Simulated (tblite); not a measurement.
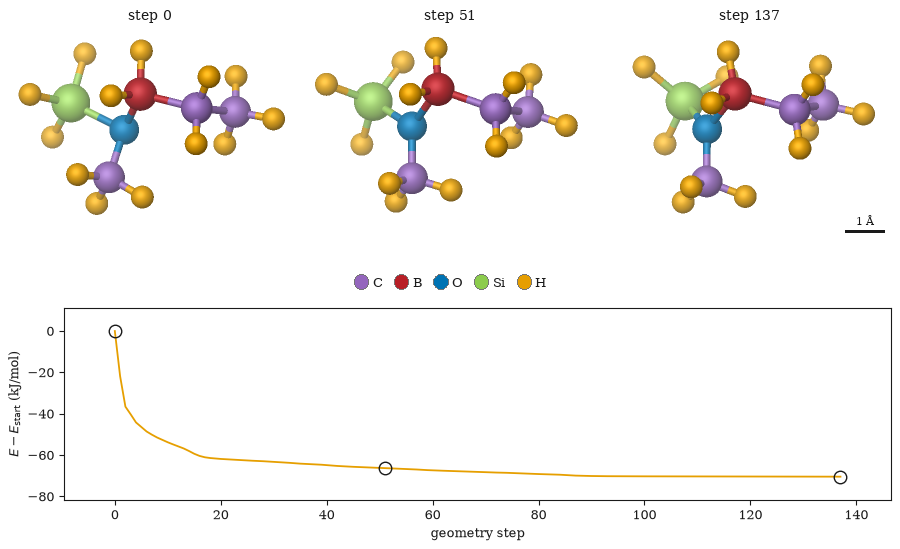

Frames of a relaxation of C3H13BOSi, marked on the history of the run. The picture is a ball-and-stick view, seen at a tilt.

The calculation used GFN2-xTB geometry optimisation, gas phase in tblite 0.8.0. 

> What happens along the run?

An H atom moves most after the best rigid fit: 1.29 Å. By element the largest moves are H 1.29 Å, O 0.60 Å, B 0.46 Å, Si 0.42 Å, C 0.41 Å. Among the contacts that change: B–O 1.523 → 1.651 Å, O–Si 1.746 → 1.657 Å, C–H 1.122 → 1.091 Å, H–Si 1.481 → 1.456 Å. Bond angles that change, for instance: C–O–Si 107.3° → 127.1°, B–O–Si 107.4° → 118.7°, O–B–H 110.6° → 102.1°. The energy falls by 70.4 kJ/mol in 137 geometry steps. From step 0 to 51: H atoms move most (0.55 Å), energy −66.3 kJ/mol. From step 51 to 137: an H atom moves most (0.74 Å), energy −4.12 kJ/mol.

```csv
step,"E − E(0), kJ/mol"
0,0.00
1,-21.85
2,-36.56
3,-40.30
4,-44.20
5,-46.41
6,-48.57
7,-50.11
8,-51.50
9,-52.67
10,-53.79
17,-61.04
23,-62.24
30,-63.25
37,-64.33
43,-65.39
50,-66.19
57,-66.95
63,-67.63
70,-68.24
77,-68.88
84,-69.46
90,-70.10
97,-70.24
104,-70.28
110,-70.31
117,-70.33
124,-70.37
130,-70.40
137,-70.42
```
